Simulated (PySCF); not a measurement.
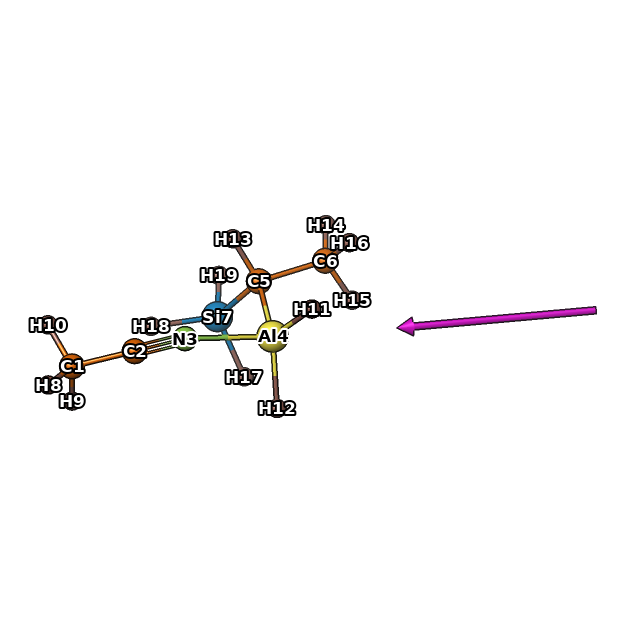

The arrow beside the molecule shows the direction of the dipole moment, from the negative to the positive end (its length means nothing). The geometry was computed by an optimisation with GFN2-xTB. No frequency run is at hand to confirm it as a minimum. Method: PBE0/pcSseg-1, gas phase (PySCF 2.14.0).

Question: How large is the dipole moment?

Answer: 7.03 D; it points from the side of H15, H16 to the side of H8 (the outermost atoms at the two ends).

The geometry is semi-empirical. Around Al, Si such bond lengths and angles can be off by a tenth of an ångström or more and by several degrees, and values that hang on the shape move with them.
